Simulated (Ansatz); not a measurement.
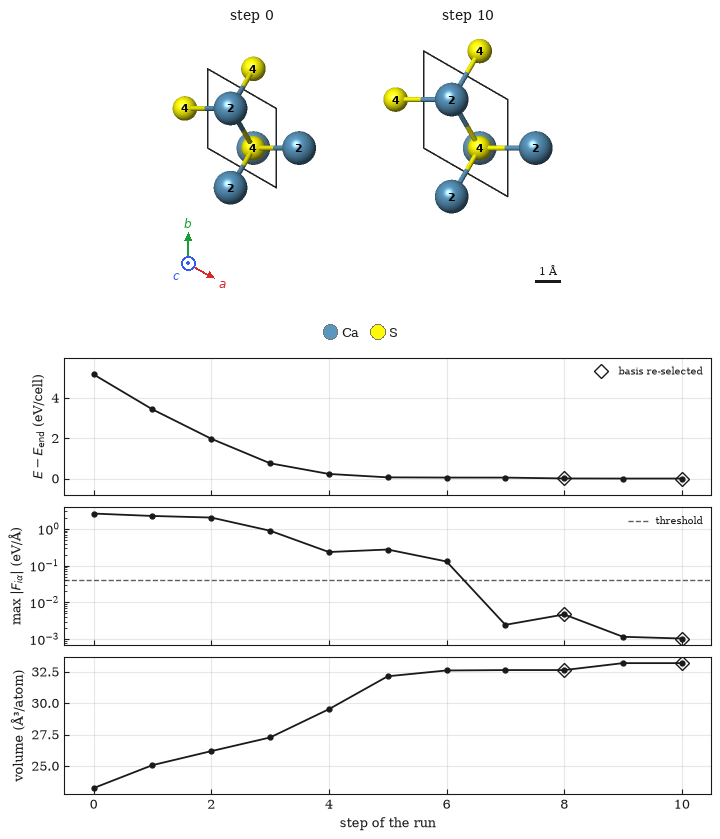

First and last geometry of a relaxation of crystalline Ca3S (a generated structure, set up in P-6m2) (coarse preliminary run), with the history of the run. The picture is a ball-and-stick view of the cell of the calculation, seen along the c axis.

Level of theory: DFT PBE, scalar-relativistic, plane waves, PAW in Ansatz 0.2.0.

The input:
```yaml
crystal:
  lattice:
    - [3.18563803, 0.0, 0.0]
    - [-1.59281902, 2.75884346, 0.0]
    - [0.0, 0.0, 10.57501357]
  atoms:
    - { symbol: Ca, position: [0.66666667, 0.33333333, 0.5] }
    - { symbol: Ca, position: [0.33333333, 0.66666667, 0.24638577] }
    - { symbol: Ca, position: [0.33333333, 0.66666667, 0.75361423] }
    - { symbol: S, position: [0.66666667, 0.33333333, 0.0] }
basis:
  ecutwfc: 420
kpoints:
  mp_grid: { grid: [6, 6, 2] }
hamiltonian:
  xc: pbe
scf:
  occupations: { method: gaussian, width: 0.1 }
  lower_state_search: "off"
output:
  forces: true
  stress: true
  eigenvalues: true
relax:
  adjacent_minimum: "off"
  f_tol: 0.04
  max_steps: 70
  cell: { stress_tol: 0.4 }
```

Launched with:
```bash
ansatz run input.yaml --threads 1 --pin off --max-ram 2048MiB --backend cpu --events-out ev --progress --plain --runs-dir out
```

### Read the history and describe the run.

It converged. The largest moves relative to the cell, 0.71 Å, are those of Ca2 and Ca3. Ca2 goes along −c. S stays in place. The drawn cell changes as follows: a = b 3.186 → 3.903 Å (+22.5 %), c 10.575 → 10.063 Å (−4.8 %); the volume changes by +42.8 %. Among the contacts that change: Ca1–Ca1 3.186 → 3.903 Å, Ca1–Ca2 3.252 → 3.968 Å, Ca2–S4 3.189 → 2.862 Å. Among the angles between lasting bonds that change: Ca2–S4–Ca3 109.6° → 76.1°, S4–Ca2–S4 59.9° → 86.0°, Ca2–S4–Ca2 59.9° → 86.0°. The space group stays P-6m2 (No. 187). Over 8 accepted moves (10 points after the start) the energy falls by 5.166 eV per cell of the calculation. Largest force component: 2.6 eV/Å at the start, 0.001 eV/Å at the end. Pressure: 12.92 GPa at the start and 0.00 GPa at the end. The SCF was repeated twice at an unchanged geometry on a basis and grid sized afresh for the cell, which shifted the energy by 41.6 meV per cell of the calculation at most. Cost: 14 s on 1 thread of AMD EPYC 9R45 96-Core Processor (Zen 5) (shared host), peak memory 0.42 GiB.

```tsv
step	E − E(0), meV/atom	largest force component, eV/Å	pressure, GPa	volume, Å³/atom	note
0	0.00	2.6177	12.92	23.235	
1	-433.57	2.2523	8.38	25.060	
2	-797.82	2.0389	6.64	26.177	
3	-1102.17	0.8931	6.15	27.263	
4	-1234.65	0.2349	3.47	29.516	
5	-1276.83	0.2749	0.21	32.136	
6	-1279.48	0.1299	0.16	32.599	
7	-1279.99	0.0025	-0.01	32.630	
8	-1290.39	0.0047	0.48	32.630	same geometry, new basis
9	-1291.60	0.0012	0.01	33.183	
10	-1291.62	0.0010	0.00	33.183	same geometry, new basis
```
